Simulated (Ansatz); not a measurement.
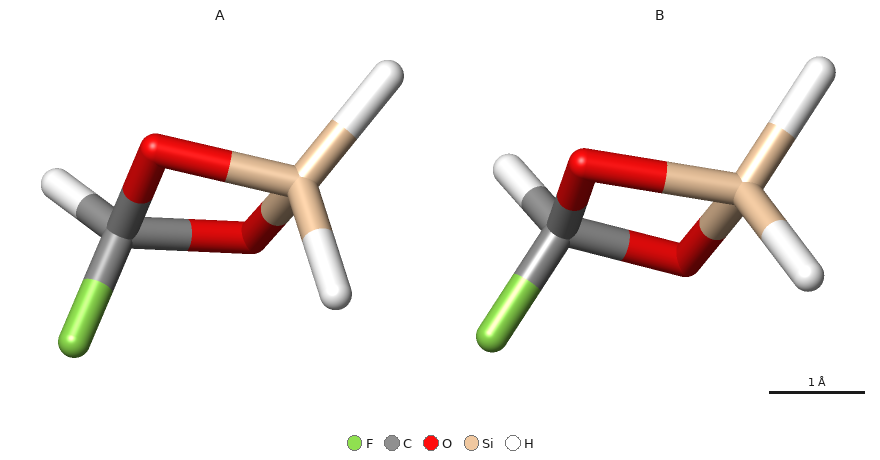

Two geometries of CH3FO2Si (coarse preliminary run), drawn at one scale. One is the start of a relaxation, the other its converged end. A stick model, seen at a tilt.

All numbers below come from RKS PBE-D4/def2-SVP in Ansatz. (force threshold 0.03 eV/Å; at most 200 steps)

Q: Which one is relaxed?

A: Structure B is the relaxed one. The start comes from a force field. After 5 geometry steps the energy has fallen by 79.8 kJ/mol. Largest force component: 5.2 eV/Å at the start, 0.016 eV/Å at the end. The atom that moves furthest after the best rigid fit is an H atom (0.41 Å). Largest moves by element: H 0.41 Å, F 0.34 Å, O 0.26 Å, Si 0.08 Å, C 0.03 Å. Some distances before and after: O–Si 1.570 → 1.714 Å, O–Si 1.656 → 1.715 Å, C–O 1.469 → 1.417 Å, H–Si 1.464 → 1.496 Å. Among the angles between lasting bonds that change: O–C–O 92.6° → 103.1°, H–Si–H 119.7° → 111.1°, O–Si–H 109.4° → 116.5°.
